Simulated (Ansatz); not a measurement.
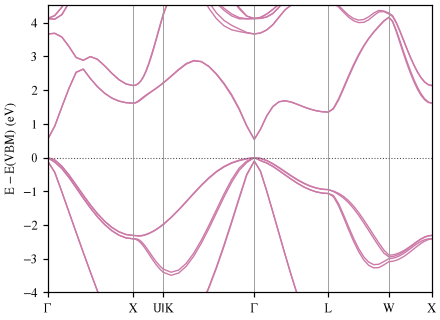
Figure: Band structure from PBEsol with spin–orbit coupling (plane waves, PAW; program Ansatz)

### Question
Read off the gap and where the band edges lie.

### Answer
About 0.5 eV (0.54 eV by a search for the band edges); maximum at Γ, minimum at Γ.

The material is InP (zinc blende, F-43m).

The cell was relaxed with PBEsol under the symmetry of its start.

Potentials: the later of the program's two PAW sets.
